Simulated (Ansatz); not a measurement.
**SiH2O2F2: a changed input and its effect**

System: SiH2O2F2.
Method of the first run: RHF-CCSD(T), frozen core/def2-TZVPP (Ansatz 0.2.0).

The geometry comes from this level: PBE0-D4/def2-TZVP. Text and figures count atoms from 1; the logs count them from 0 in places.

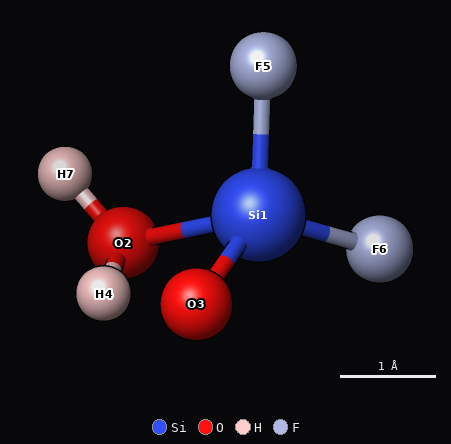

The structure as given in the input (ball-and-stick view, seen at a tilt; atoms are numbered from 1 in the order of the input).

The input, the first run:
```yaml
crystal:
  periodic: [false, false, false]
  atoms:
    - {symbol: Si, position_ang: [-0.493640, 0.050013, 0.500318]}
    - {symbol: O, position_ang: [0.982662, -0.238805, -0.510126]}
    - {symbol: O, position_ang: [-1.288216, -0.807329, -0.506636]}
    - {symbol: H, position_ang: [0.156027, -0.715479, -1.038735]}
    - {symbol: F, position_ang: [-0.603374, 1.621359, 0.589120]}
    - {symbol: F, position_ang: [-0.128278, -0.410762, 1.956315]}
    - {symbol: H, position_ang: [1.374819, 0.501004, -0.990157]}
basis:
  gaussian: {orbitals: def2-TZVPP}
correlation: {method: ccsd_t}
```

Launched with:
```bash
ansatz run in.yaml --threads 4 --pin off --events-out ev --progress --plain --max-ram 9574MiB
```

Hardware: 4 threads of Arm Neoverse V2, 23 GiB of memory available, shared host.

Output (the first run):
```
Functional definition: HF
  exchange = exact_x
  correlation = 0
1227 factors; integrals over basis functions are off by at most 1.0e-3 eV
mean field evaluation 1: about -17383.7425 eV, gradient 5.6e1 eV
mean field evaluation 2: about -17383.9705 eV, gradient 5.6e1 eV
mean field evaluation 4: about -17388.9405 eV, gradient 4.2e0 eV
mean field evaluation 8: about -17389.0139 eV, gradient 6.5e-1 eV
mean field evaluation 16: about -17383.7418 eV, gradient 5.6e1 eV
mean field -17389.01487043 eV, -639.0345097908 hartree, gradient 3.6e-6 eV, S^2 0.000000; 0 other end points of the search recorded, 0 dependent functions left out
9 core orbitals not correlated: weight in the atoms' cores, before any rotation towards them, 1.000 or more for the frozen orbitals, at most 0.000 for the correlated occupied ones
reference -17389.01487043 eV, -639.0345097908 hartree; 16, 16 occupied and 169, 169 virtual orbitals, 1227 factors
second order -30.20158403 eV of doubles, -0.00000000 eV of singles
cycle   1  -29.47116287 eV  change    7.3e-1 eV  update   1.1e-1
cycle   2  -30.08193566 eV  change   -6.1e-1 eV  update   3.3e-2
cycle   3  -30.22669061 eV  change   -1.4e-1 eV  update   1.6e-2
cycle   4  -30.20824455 eV  change    1.8e-2 eV  update   3.5e-3
cycle   5  -30.20399519 eV  change    4.2e-3 eV  update   1.4e-3
cycle   6  -30.20513559 eV  change   -1.1e-3 eV  update   4.7e-4
cycle   7  -30.20516873 eV  change   -3.3e-5 eV  update   1.8e-4
cycle   8  -30.20502005 eV  change    1.5e-4 eV  update   6.4e-5
cycle   9  -30.20501519 eV  change    4.9e-6 eV  update   2.3e-5
perturbative correction -1.01683866 eV, -0.0373681314 hartree
Total energy: -17420.23672428 eV, -640.1818917566 hartree
```

For the second run the input was changed thus:
```diff
-    - {symbol: Si, position_ang: [-0.493640, 0.050013, 0.500318]}
-    - {symbol: O, position_ang: [0.982662, -0.238805, -0.510126]}
-    - {symbol: O, position_ang: [-1.288216, -0.807329, -0.506636]}
-    - {symbol: H, position_ang: [0.156027, -0.715479, -1.038735]}
-    - {symbol: F, position_ang: [-0.603374, 1.621359, 0.589120]}
-    - {symbol: F, position_ang: [-0.128278, -0.410762, 1.956315]}
-    - {symbol: H, position_ang: [1.374819, 0.501004, -0.990157]}
+    - {symbol: Si, position_ang: [-0.137495, 0.060463, 0.315783]}
+    - {symbol: O, position_ang: [1.259923, 0.081237, -0.496147]}
+    - {symbol: O, position_ang: [-1.139710, -1.012085, -0.342911]}
+    - {symbol: H, position_ang: [-1.156606, -1.099763, -1.296237]}
+    - {symbol: F, position_ang: [-0.752822, 1.518016, 0.342566]}
+    - {symbol: F, position_ang: [0.050557, -0.347429, 1.824832]}
+    - {symbol: H, position_ang: [1.876155, 0.799560, -0.347787]}
```

What does this change do to the results?

With the same method and basis, the second run lies 57.1 kcal/mol lower.

Output (the second run):
```
Functional definition: HF
  exchange = exact_x
  correlation = 0
1224 factors; integrals over basis functions are off by at most 8.6e-4 eV
mean field evaluation 1: about -17387.4093 eV, gradient 5.4e1 eV
mean field evaluation 2: about -17387.6107 eV, gradient 5.4e1 eV
mean field evaluation 4: about -17392.0091 eV, gradient 2.5e0 eV
mean field evaluation 8: about -17392.0546 eV, gradient 2.3e-1 eV
mean field evaluation 16: about -17387.4089 eV, gradient 5.4e1 eV
mean field -17392.05471527 eV, -639.1462220280 hartree, gradient 2.6e-6 eV, S^2 0.000000; 0 other end points of the search recorded, 0 dependent functions left out
9 core orbitals not correlated: weight in the atoms' cores, before any rotation towards them, 1.000 or more for the frozen orbitals, at most 0.000 for the correlated occupied ones
reference -17392.05471527 eV, -639.1462220280 hartree; 16, 16 occupied and 169, 169 virtual orbitals, 1224 factors
second order -29.57265079 eV of doubles, -0.00000000 eV of singles
cycle   1  -29.10878087 eV  change    4.6e-1 eV  update   9.9e-2
cycle   2  -29.64526996 eV  change   -5.4e-1 eV  update   2.6e-2
cycle   3  -29.76562042 eV  change   -1.2e-1 eV  update   1.2e-2
cycle   4  -29.74784425 eV  change    1.8e-2 eV  update   2.3e-3
cycle   5  -29.74620475 eV  change    1.6e-3 eV  update   8.8e-4
cycle   6  -29.74688142 eV  change   -6.8e-4 eV  update   2.4e-4
cycle   7  -29.74678823 eV  change    9.3e-5 eV  update   7.7e-5
cycle   8  -29.74672977 eV  change    5.8e-5 eV  update   2.3e-5
cycle   9  -29.74672525 eV  change    4.5e-6 eV  update   7.8e-6
perturbative correction -0.91348451 eV, -0.0335699367 hartree
Total energy: -17422.71492503 eV, -640.2729639544 hartree
```

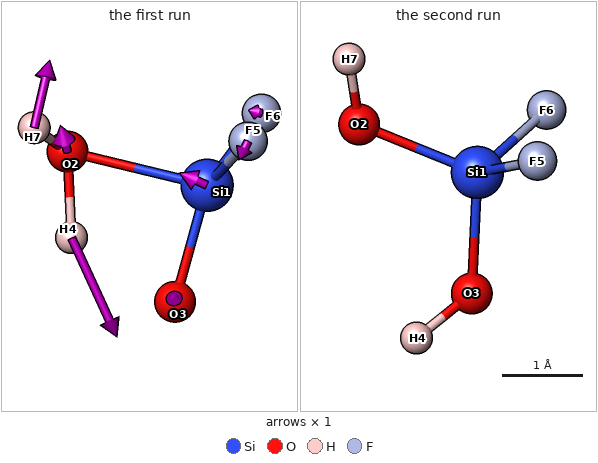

The two input geometries at one scale (ball-and-stick view, seen at a tilt). The pink arrows on the first give the shifts of the atoms after the best rigid fit, at true length. The atom that moves furthest after the best rigid fit is H4 (1.39 Å). Largest moves by element: H 1.39 Å, O 0.41 Å, Si 0.40 Å, F 0.28 Å. Among the contacts that change: O2–H4 1.091 → 2.806 Å, O3–H4 1.542 → 0.957 Å, Si1–O2 1.812 → 1.616 Å, Si1–O3 1.543 → 1.609 Å.

The two runs side by side:

| quantity | the first run | the second run |
| --- | --- | --- |
| outcome | converged | converged |
| total energy (hartree) | −640.181892 | −640.272964 |
| wall time (shared host) | 46 s | 48 s |
